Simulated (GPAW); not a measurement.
Consider TlS (R-3m).

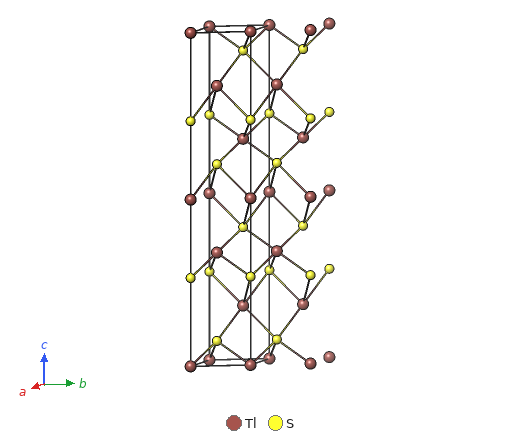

The structure (thallium brown, sulfur yellow). Bonds to atoms that aren't drawn are left out. 1×2×1 conventional cells are drawn. Some periodic images of atoms are drawn too.

```
Tl S
1.0
     2.00133    1.15547    7.30352
    -2.00133    1.15547    7.30352
     0.00000   -2.31094    7.30352
Tl S
2 2
Direct
  0.50000 0.50000 0.50000
  0.00000 0.00000 0.00000
  0.26490 0.26490 0.26490
  0.73510 0.73510 0.73510
```

Absorber: atom 3, with 3 Tl at 2.75 Å and 3 Tl at 3.16 Å (distorted octahedral, site symmetry 3m). Method: GPAW, LDA, excited-electron core hole (neutral cell), 12-atom cell with 6.9 Å between holes, 4×4×3 k points, dipole transitions, Gaussian full width 0.9 eV up to 4 eV, rising linearly to 3.5 eV at 25 eV, without spin-orbit coupling.

Question: Predict the near-edge structure at the S K edge.

Main maxima up to 24 eV above the zero (height): 0.4 eV (1.52), 5.5 eV (2.41), 16.5 eV (1.15) and 23.1 eV (1.19). A K edge sees empty p states on the absorber. The total-energy difference is 2472.66 eV. One term is added: -16.82 eV, since the hole is spin-paired here and a spin-polarised one costs that much less in the free atom (computed apart). The photon energy is then 2455.84 eV. The functional leaves an error in such absolute values: in the free atom LDA prices this hole 9.1 eV below PBE (computed apart), and PBE is itself good to a few eV.

The S K spectrum (energy from the lowest empty level; intensity scaled to a mean of 1 over the first 20 eV; polarised curves are means over the symmetry-equivalent atoms):

| E (eV) | isotropic | ε ⊥ c | ε ∥ c |
| --- | --- | --- | --- |
| -2.0 | 0.00 | 0.00 | 0.00 |
| -0.5 | 0.19 | 0.20 | 0.15 |
| 1.0 | 0.67 | 0.61 | 0.78 |
| 2.5 | 0.68 | 0.64 | 0.76 |
| 4.0 | 1.54 | 1.66 | 1.30 |
| 5.5 | 2.41 | 2.37 | 2.49 |
| 7.0 | 0.67 | 0.79 | 0.44 |
| 8.5 | 0.30 | 0.31 | 0.29 |
| 10.0 | 0.52 | 0.48 | 0.60 |
| 11.5 | 0.67 | 0.56 | 0.90 |
| 13.0 | 0.97 | 1.00 | 0.92 |
| 14.5 | 1.06 | 1.11 | 0.95 |
| 16.0 | 1.14 | 1.15 | 1.12 |
| 17.5 | 1.12 | 1.05 | 1.26 |
| 19.0 | 1.07 | 1.01 | 1.20 |
| 20.5 | 1.06 | 1.04 | 1.10 |
| 22.0 | 1.14 | 1.17 | 1.09 |
| 23.5 | 1.18 | 1.23 | 1.08 |
| 25.0 | 1.07 | 1.11 | 0.99 |
| 26.5 | 1.00 | 1.02 | 0.96 |
| 28.0 | 1.01 | 1.02 | 1.01 |
| 29.5 | 1.08 | 1.09 | 1.06 |
| 31.0 | 1.10 | 1.12 | 1.06 |

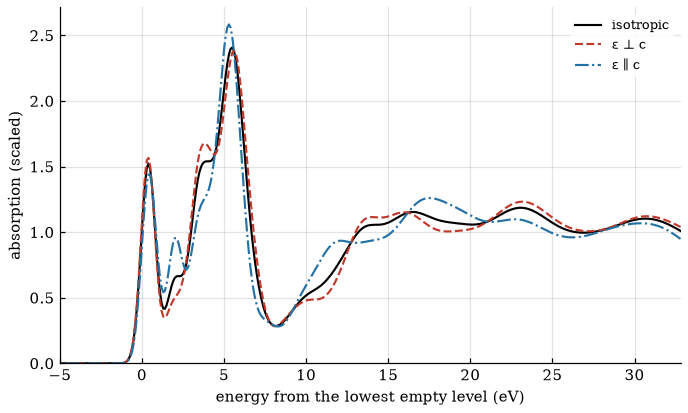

The S K edge.

The unit cell's mesh shows no gap over 0.35 eV. That is right for a metallic compound; for a small-gap or correlated insulator it would be the fault of the functional or of the assumed magnetic order, and the hole would be screened too well. The mesh is coarse (0.29 Å⁻¹ between points), so small maxima may be mesh ripples. The structure is a computed Materials Project entry and may be a hypothetical form.

[Banner, clock and machine lines of the logs are left out without a mark of their own.]

[Logs are printed without paths, hosts, clocks, repeated set-up lines and the standing remarks that a program may print on its own settings, such as how far it seeks lower states.]

[Hosts, paths, dates, database ids (printed as entryN), source tags and the programs' standing remarks are cut or masked in the printed files.]

[Lists of maxima count a maximum above −3 eV only where it reaches 4 % of the highest in the window and stands out from its surroundings by 2 % of it (1.5 % where it reaches 55 %); shoulders and weaker maxima are passed over, and of the rest the first, up to two pre-edge ones and the few strongest are named.]
